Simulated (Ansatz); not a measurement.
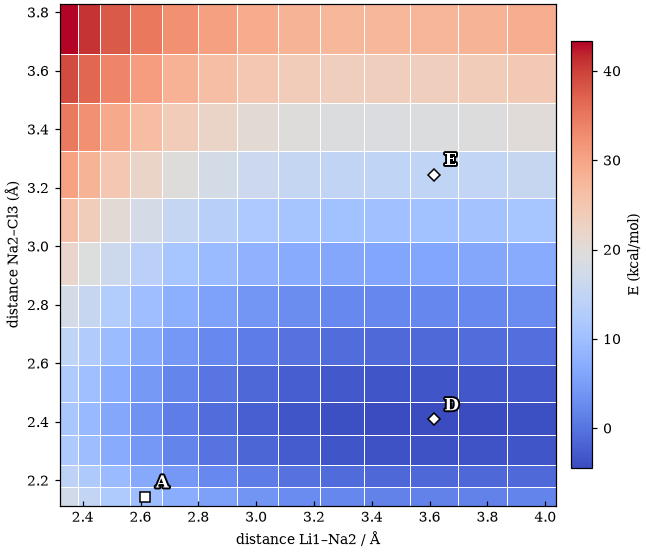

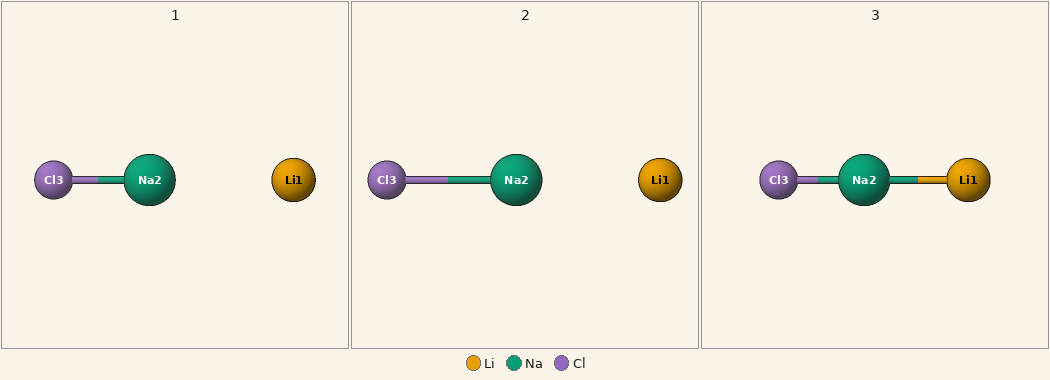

The system Li + NaCl, spin multiplicity 2. Coordinates scanned: (1) distance Li1–Na2; (2) distance Na2–Cl3. Nothing is relaxed (the angle Li1–Na2–Cl3 is fixed at 180 degrees). Grid: 13 × 13 points. Points are written as (first, second). All energies are given in kcal/mol relative to Li far from the relaxed NaCl (each part in its own basis). Theory: UHF-MP2, frozen core/def2-TZVPD in Ansatz.

The picture shows one coloured cell a grid point, lettered points. The numbered pictures are the structures at these points, in random order.

Question: Which structure belongs to which point?

Answer: A is structure 3: (2.616 Å, 2.144 Å), 9.6 kcal/mol; D is structure 1: (3.614 Å, 2.408 Å), −4.5 kcal/mol; E is structure 2: (3.614 Å, 3.245 Å), 14.7 kcal/mol.
